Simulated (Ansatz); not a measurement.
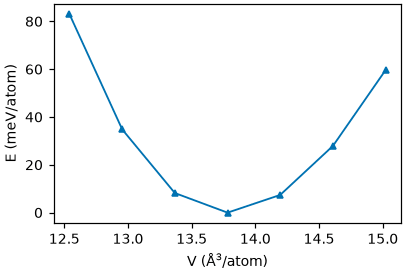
*AlRu in space group R-3m (No. 166; Al on 3a, Ru on 3b) under volume change, the program Ansatz at the PBEsol level (PAW), shape and atoms relaxed at each volume.*

### Question
What does a third-order Birch–Murnaghan fit give for V₀, B₀ and B′?

### Answer
V₀ = 13.78 Å³/atom, B₀ = 200 GPa, B′ = 4.5.

A made-up cell: these elements were put on the sites of a structure type; neither database checked (COD, Materials Project) lists it. COD files the formula under space group No. 221, so this cell is another polymorph or a model. Whether it is the stable phase at ambient conditions was not checked. The cell was relaxed with PBEsol under the symmetry of its start; of distortions, only those at the zone centre were tested. No spin polarisation was allowed.

Potentials: the later of the program's two PAW sets.
